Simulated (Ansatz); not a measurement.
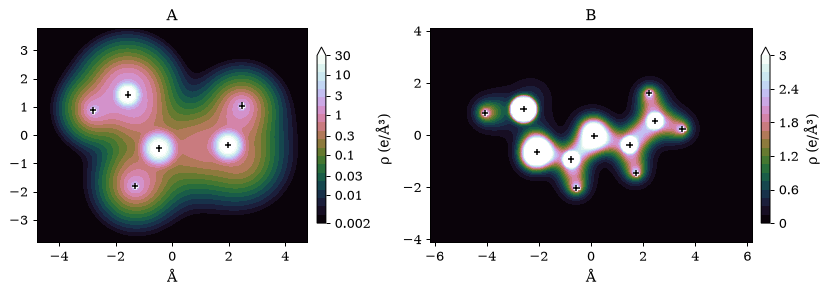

The electron density of 2 systems, each on a plane through atoms (crosses mark nuclei in the plane).

Theory: RKS B3LYP/def2-SVP (Ansatz 0.2.0).

System 1: C$_{3}$H$_{7}$NOSi, the plane of atoms O5, C4 and H10. 

```xyz
13

C    -0.0622   -2.4696    1.0969
C    -0.5927   -1.6664    0.1643
N    -0.1749   -0.3502   -0.0207
C    -0.7152    0.3621   -0.9265
O    -0.3481    1.6260   -1.1391
Si    0.8837    2.3433   -0.1784
H     0.7314   -2.1091    1.7562
H    -0.4126   -3.4968    1.2146
H    -1.3939   -2.0440   -0.4934
H    -1.5167    0.0273   -1.6101
H     2.1747    1.6327   -0.3586
H     0.9704    3.7159   -0.7390
H     0.4767    2.3941    1.2485
```

System 2: AlH$_{5}$SSi, the plane of atoms Si1, Al2 and S3. 

```yaml
atoms:
  - { symbol: Si, position_ang: [-0.9911, 1.1933, -0.1321] }
  - { symbol: Al, position_ang: [0.8573, -0.4221, -0.0651] }
  - { symbol: S, position_ang: [0.3882, -2.4657, 0.6007] }
  - { symbol: H, position_ang: [-2.2778, 0.6003, 0.3445] }
  - { symbol: H, position_ang: [-1.2043, 1.6950, -1.5266] }
  - { symbol: H, position_ang: [-0.6878, 2.3840, 0.7232] }
  - { symbol: H, position_ang: [2.3574, -0.1033, -0.4675] }
  - { symbol: H, position_ang: [1.6503, -2.9386, 0.4671] }
```

Match each panel to its system.

Panel A is system 2, AlH$_{5}$SSi: the plane holds Si, Al, S and H. Al–S (2.20 Å): ρ at the midpoint is about 0.65 e/Å³. Panel B is system 1, C$_{3}$H$_{7}$NOSi: the plane holds C, N, O, Si and H. C–N (1.27 Å): ρ at the midpoint is about 2.8 e/Å³.
